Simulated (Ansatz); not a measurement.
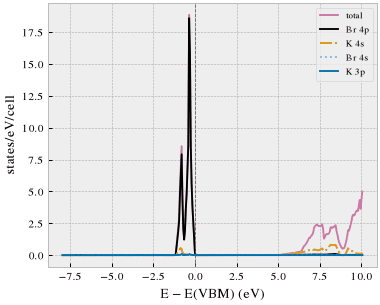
Figure: Total and projected density of states of KBr (rock salt, Fm-3m), r²SCAN (plane waves, PAW; program Ansatz)

Q: Which orbitals carry the states next to the gap?

A: Top 1 eV of the valence band: Br 4p 96 %. Bottom 1 eV of the conduction band: K 4s 73 %, Br 4s 18 %. Projections are on Löwdin-orthogonalised atomic valence shells; empty p or d shells of many metals are not among them.

Q: Where is the tallest occupied peak in this window, and what makes it?

A: Near -0.3 eV, about 19 states/eV per cell; the largest projected share is Br 4p.

The r²SCAN relaxation kept the symmetry of its start; phonons on a q-mesh show no instability. Scalar-relativistic: spin–orbit coupling is off unless named, which matters more the heavier the elements.

Potentials: the later of the program's two PAW sets.
